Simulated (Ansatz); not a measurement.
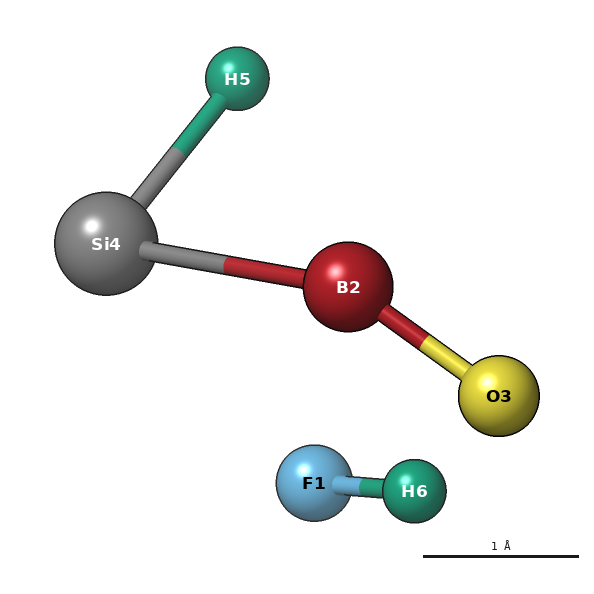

Computed geometry: PBE-D4/def2-SVP optimisation. No frequency run is at hand to confirm it as a minimum.

Which hydrogen bonds does the structure hold? Count O, N, F, S and Cl donors.

```json
{"D–H···A": "F1–H6···O3", "D–H (Å)": "0.97", "H···A (Å)": "1.88", "angle (°)": "148", "kind": "intermolecular"}
```
